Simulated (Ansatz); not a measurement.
# Sn$_{2}$Ge$_{3}$Se$_{5}$: what the fields show

```yaml
crystal:
  lattice:
    - [4.11178, 0.00000, 0.00000]
    - [-2.05589, 3.56091, 0.00000]
    - [0.00000, 0.00000, 50.59130]
  atoms:
    - { symbol: Sn, position: [0.00000, 0.00000, 0.09906] }
    - { symbol: Sn, position: [0.66667, 0.33333, 0.43240] }
    - { symbol: Sn, position: [0.33333, 0.66667, 0.76573] }
    - { symbol: Sn, position: [0.66667, 0.33333, 0.23427] }
    - { symbol: Sn, position: [0.33333, 0.66667, 0.56760] }
    - { symbol: Sn, position: [0.00000, 0.00000, 0.90094] }
    - { symbol: Ge, position: [0.00000, 0.00000, 0.30195] }
    - { symbol: Ge, position: [0.66667, 0.33333, 0.63528] }
    - { symbol: Ge, position: [0.33333, 0.66667, 0.96862] }
    - { symbol: Ge, position: [0.66667, 0.33333, 0.03138] }
    - { symbol: Ge, position: [0.33333, 0.66667, 0.36472] }
    - { symbol: Ge, position: [0.00000, 0.00000, 0.69805] }
    - { symbol: Ge, position: [0.33333, 0.66667, 0.16667] }
    - { symbol: Ge, position: [0.00000, 0.00000, 0.50000] }
    - { symbol: Ge, position: [0.66667, 0.33333, 0.83333] }
    - { symbol: Se, position: [0.00000, 0.00000, 0.00000] }
    - { symbol: Se, position: [0.66667, 0.33333, 0.33333] }
    - { symbol: Se, position: [0.33333, 0.66667, 0.66667] }
    - { symbol: Se, position: [0.33333, 0.66667, 0.06287] }
    - { symbol: Se, position: [0.00000, 0.00000, 0.39620] }
    - { symbol: Se, position: [0.66667, 0.33333, 0.72953] }
    - { symbol: Se, position: [0.66667, 0.33333, 0.13530] }
    - { symbol: Se, position: [0.33333, 0.66667, 0.46864] }
    - { symbol: Se, position: [0.00000, 0.00000, 0.80197] }
    - { symbol: Se, position: [0.00000, 0.00000, 0.19803] }
    - { symbol: Se, position: [0.66667, 0.33333, 0.53136] }
    - { symbol: Se, position: [0.33333, 0.66667, 0.86470] }
    - { symbol: Se, position: [0.33333, 0.66667, 0.27047] }
    - { symbol: Se, position: [0.00000, 0.00000, 0.60380] }
    - { symbol: Se, position: [0.66667, 0.33333, 0.93713] }
```

Space group R-3m; a structure generated by program, which may or may not match a known phase.

These are results of Ansatz 0.2.0, DFT PBE, scalar-relativistic, plane waves, PAW, not measurements.

The density is the valence pseudo-density of a PAW calculation; it isn't the true density close to the nuclei.

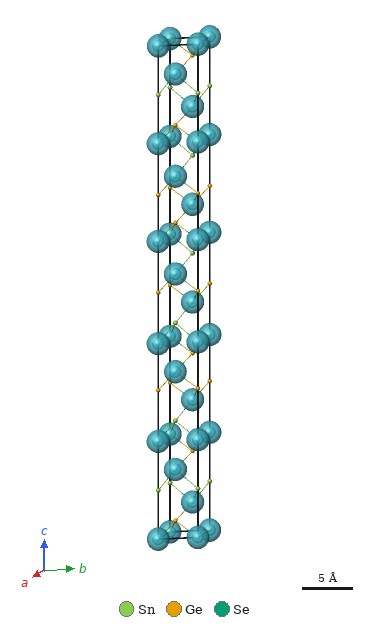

Figure 1. Isosurface of the ELF at 0.7 (cyan), seen slightly off an axis. Only the valence region is drawn (cores and ρ < 0.01 e/Å³ removed). Sticks mark near contacts.

Describe the localisation domains.

The surface consists of 15 regions wrapped around Se (the valence shell of each), counted in one cell of 30 atoms. Regions shared between cells count once. Along the contacts the grid gives the following. Ge–Se (2.86 Å): the ELF is about 0.50 at the midpoint. Sn–Se (3.00 Å): the ELF is about 0.40 at the midpoint.

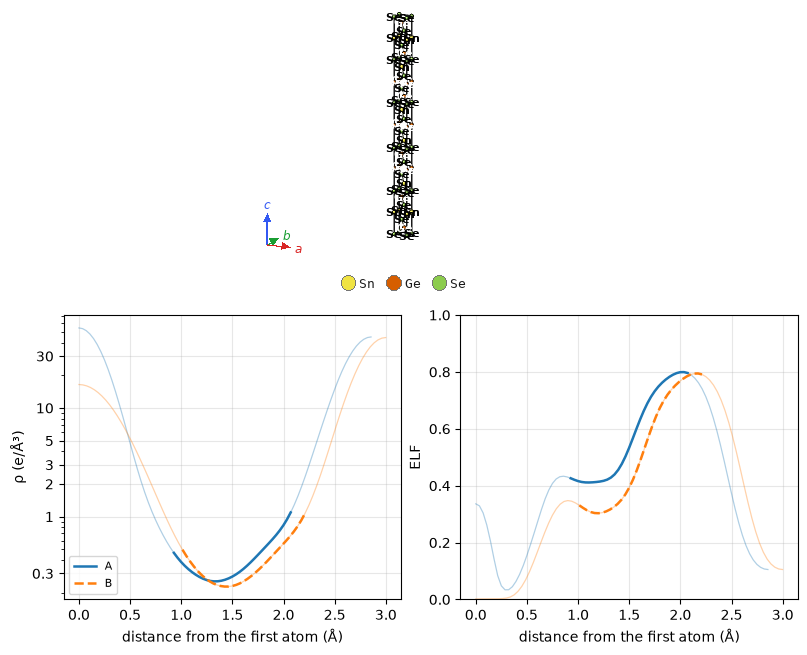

Figure 2. Valence pseudo-density and electron localisation function along straight lines between neighbouring atoms. Thin, pale parts lie inside the atomic spheres. The structure is drawn too.

Which curve belongs to which contact (Ge–Se and Sn–Se)? The first atom named is at distance zero.

Curve A: Ge–Se (2.86 Å): ρ is about 0.26 e/Å³ halfway; the ELF is about 0.50 at the midpoint. Curve B: Sn–Se (3.00 Å): ρ at the midpoint is about 0.23 e/Å³; the ELF is about 0.40 at the midpoint.

How much charge does the calculation move between the atoms?

Electrons move from Sn and Ge towards Se. Bader charges: Sn +0.87, Ge +0.69 and Se −0.78 to −0.69 e.
